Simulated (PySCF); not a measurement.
C3H9FSi, SMILES `C[Si](C)(C)F`.

Computed with PySCF, PBE0/def2-TZVP, geometry: GFN2-xTB. No frequency check shows the geometry to be a minimum.

The calculation's input:

```python
import numpy as np
from pyscf import gto, scf, dft
from pyscf.scf import atom_ks, atom_hf
from scipy.linalg import block_diag

def solve(mol, dm0=None, hcore=None):
    mf = (dft.UKS if mol.spin else dft.RKS)(mol, xc='pbe0')
    mf.grids.level = 3
    mf = mf.density_fit(auxbasis='def2-universal-jkfit')
    mf.conv_tol, mf.max_cycle = 1e-8, 80
    if hcore is not None:
        mf.get_hcore = lambda *args: hcore
    mf.kernel(dm0)
    if not mf.converged:
        mf = mf.newton().run(mf.mo_coeff, mf.mo_occ, max_cycle=30)
    assert mf.converged, 'SCF not converged'
    return mf

mol = gto.M(atom='''
C     -0.91164     1.57918    -0.51458
Si     0.00054     0.00006     0.00997
C     -0.91572    -1.57708    -0.51357
C      1.82170    -0.00172    -0.52253
F      0.00673     0.00026     1.64089
H     -0.40837     2.46496    -0.13509
H     -0.98414     1.66274    -1.59429
H     -1.92617     1.59147    -0.13012
H     -0.40038    -2.46515    -0.15920
H     -1.92141    -1.59866    -0.10370
H     -0.99928    -1.65483    -1.59286
H      1.92559     0.02841    -1.60243
H      2.34763     0.85814    -0.11766
H      2.33238    -0.89247    -0.16814
''', basis='def2-tzvp', charge=0, spin=0, verbose=4)
mf = solve(mol)
mf.analyze()
# spherically averaged free atoms, for the promolecule
atm = atom_ks.get_atm_nrks(mol, xc='pbe0')
pro = block_diag(*[(atm[a[0]][2] * atm[a[0]][3]) @ atm[a[0]][2].T for a in mol._atom])
np.savez('result.npz', e=mf.e_tot, c=mf.mo_coeff, occ=mf.mo_occ, eps=mf.mo_energy, pro=pro, dip=mf.dip_moment(verbose=0), s2=mf.spin_square()[0])
```

Launched as:

```sh
OMP_NUM_THREADS=1 python input.py
```

The run took 55 s on 1 thread of Arm Neoverse N1, on a shared host, peak memory 0.81 GiB.

Partitions, critical points and surface values were worked out afterwards from this run's density.

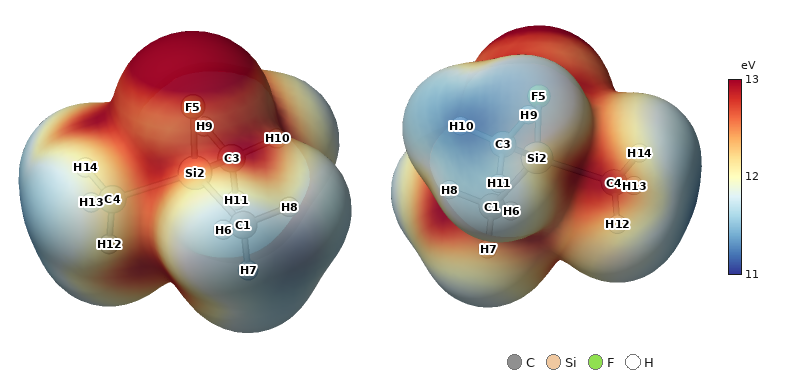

Average local ionisation energy on the surface of electron density 0.001 a.u. (back view left, front view right).

Question: Where are the most loosely bound electrons on this surface?

Answer: The lowest value is 11.3 eV, near H8 (1.80 Å), H6 (1.84 Å) and C1 (1.99 Å), and at like points elsewhere. Further minima include 12.5 eV, 1.7 Å from F5. For comparison, the highest occupied orbital lies at −8.6 eV.

Question: What volume does the surface enclose, and what is the dipole moment?

Answer: About 133 Å³; the dipole moment is 1.9 D.
